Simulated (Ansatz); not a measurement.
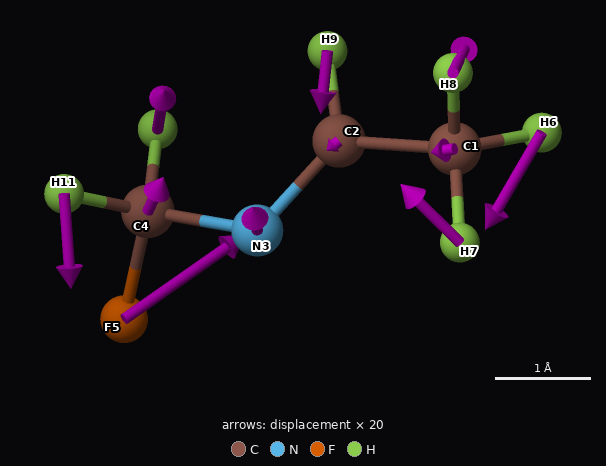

A relaxation of C$_{3}$H$_{6}$FN. The starting structure is drawn; purple arrows show the displacements, magnified 20 times. The two geometries are superimposed by the best rigid fit.

A ball-and-stick model, seen at a tilt.

The start comes from PBE-D4/def2-SVP.

Computed with RKS PBE0-D4/def2-TZVP in Ansatz.

Input
```yaml
crystal:
  periodic: [false, false, false]
  atoms:
    - {symbol: C, position_ang: [-0.901205, -1.325025, -0.973169]}
    - {symbol: C, position_ang: [-0.053563, -0.498548, -0.060582]}
    - {symbol: N, position_ang: [-0.050442, 0.779303, -0.092488]}
    - {symbol: C, position_ang: [0.767702, 1.473969, 0.855662]}
    - {symbol: F, position_ang: [1.441720, 2.502789, 0.231274]}
    - {symbol: H, position_ang: [-0.275524, -2.051780, -1.534399]}
    - {symbol: H, position_ang: [-1.451970, -0.677501, -1.681357]}
    - {symbol: H, position_ang: [-1.628906, -1.927806, -0.386989]}
    - {symbol: H, position_ang: [0.589172, -1.065665, 0.665804]}
    - {symbol: H, position_ang: [1.525581, 0.815785, 1.360184]}
    - {symbol: H, position_ang: [0.102836, 1.917278, 1.636758]}
basis:
  gaussian: {orbitals: def2-TZVP}
hamiltonian: {xc: pbe0, dispersion: d4}
relax: {f_tol: 0.005, max_steps: 150}
```

Describe the change and its energy.

F5 moves most after the best rigid fit: 0.081 Å. Largest moves by element: F 0.081 Å, H 0.061 Å, C 0.028 Å, N 0.025 Å. Among the contacts that change: C2–H9 1.124 → 1.102 Å, C1–H6 1.111 → 1.094 Å, C2–N3 1.278 → 1.262 Å, C1–C2 1.495 → 1.485 Å. After 8 geometry steps the energy has fallen by 0.058 eV. The largest force component goes from 0.99 to 0.0035 eV/Å.
